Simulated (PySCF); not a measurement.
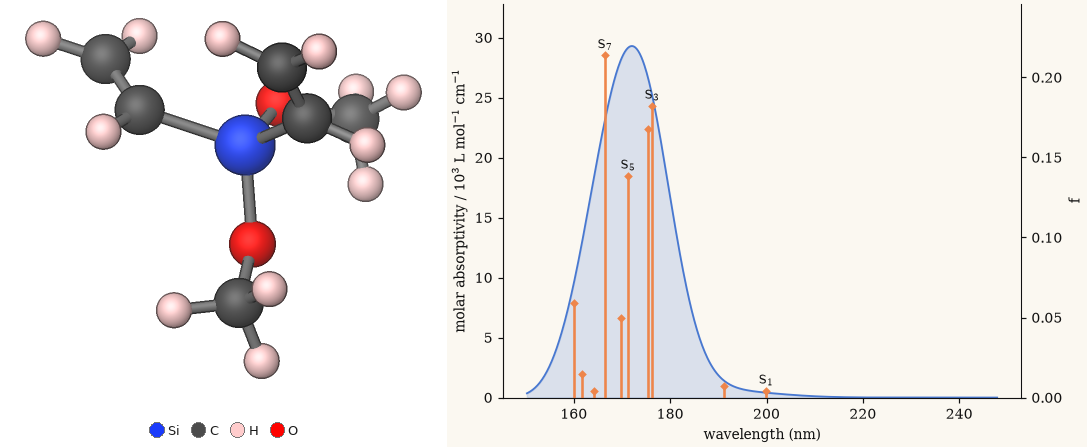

Computed absorption of C₆H₁₂O₂Si (Si(vinyl)2(OMe)2), SMILES C=C[Si](C=C)(OC)OC. Vertical TDDFT excitations, CAM-B3LYP/def2-SVPD in PySCF, at a PBE0-D3(BJ)/def2-SVP geometry (no frequency check), gas phase. Only the first 10 singlet excitations are included; each is broadened by a Gaussian of 1/e half-width 0.33 eV. Sticks give oscillator strengths (right axis).

Question: Where is the lowest singlet, and is it bright?

Answer: S1 lies at 6.20 eV (200 nm) with f = 0.004, mixed, the largest part being HOMO → LUMO (41 %); it is dark or nearly so.

Question: Which of the computed transitions is the brightest, and what character does the calculation give it?

Answer: S7 at 7.45 eV (166 nm), f = 0.214, mixed, the largest part being HOMO−3 → LUMO (48 %).

Question: Does any vertical transition fall in the visible?

Answer: No singlet lies below 3.1 eV (beyond 400 nm), so at this level no vertical transition falls in the visible.

Known limits of this run: one conformer of a flexible molecule; core orbitals are frozen in the response.
